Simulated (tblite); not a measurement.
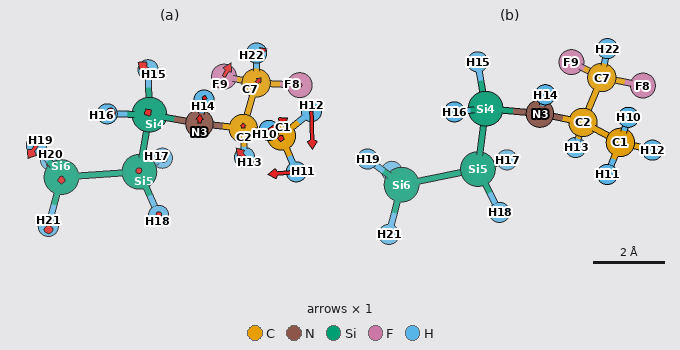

The structure of C$_{3}$H$_{13}$F$_{2}$NSi$_{3}$ before (left) and after (right) a relaxation, at one scale. The red arrows give the displacements, at their true length.

The picture is a ball-and-stick view, seen at a tilt.

Level of theory: GFN2-xTB geometry optimisation, gas phase in tblite. 

> What changed between the two?

The atom that moves furthest after the best rigid fit is H12 (1.19 Å). Largest moves by element: H 1.19 Å, F 0.48 Å, N 0.28 Å, Si 0.28 Å, C 0.22 Å. Among the contacts that change: Si4–Si5 2.244 → 2.313 Å, C7–F9 1.401 → 1.356 Å, N3–H14 1.044 → 1.010 Å, C1–H12 1.118 → 1.087 Å. Among the angles between lasting bonds that change: H17–Si5–H18 112.5° → 101.9°, Si4–Si5–Si6 105.4° → 114.7°, N3–Si4–H16 109.4° → 100.5°. Groups turn about C1–C2 by about 50°. The energy falls by 75.9 kJ/mol in 105 geometry steps.
